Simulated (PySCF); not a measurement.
# C3HF7: the cost of one run

Programs: PySCF 2.14.0, with density-fitted response routines of our own. Each step states its level of theory. These are calculated values for one molecule, in the gas phase or a continuum, unless marked as measured. Atoms are numbered from 0 throughout.

### Step 1. Starting geometry

11 atoms, charge 0, multiplicity 1; geometry from: GFN2-xTB. The atoms were then displaced at random by about 0.01 Å, so the start is not that level's minimum.

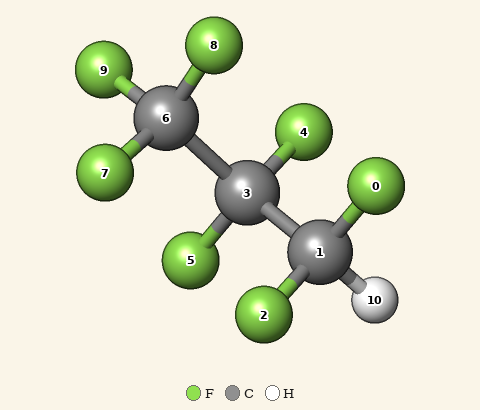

The starting geometry (fluorine green, carbon grey, hydrogen white), atoms numbered.

### Step 2. Optimising the geometry at PBE0-D3(BJ)/def2-TZVP

Job settings and geometry (Å):

```
{"job": {"xc": "PBE0", "basis": "def2-TZVP", "d3": "d3bj", "grid": 2, "shake": 0.01, "kind": "geom"}, "charge": 0, "multiplicity": 1}
F      1.315240     0.376710    -1.482520
C      1.300930     0.295020    -0.152890
F      1.255030     1.536310     0.349090
C      0.108600    -0.505780     0.330580
F      0.171950    -1.777290    -0.137350
F      0.100510    -0.576150     1.676790
C     -1.289940     0.074710    -0.103090
F     -1.447940     1.315840     0.355520
F     -1.408700     0.118240    -1.407240
F     -2.291910    -0.676670     0.377990
H      2.224330    -0.206780     0.177460
```

Command:

```console
$ OMP_NUM_THREADS=1 python probes_run.py task.json out
```

The driver reads the jobs from task.json and runs them one after another.

**Question.** How long does this first job take on 1 thread of Arm Neoverse V2, shared host, and how much memory does it need?

About 4.5 min, with a peak of 1.6 GiB.
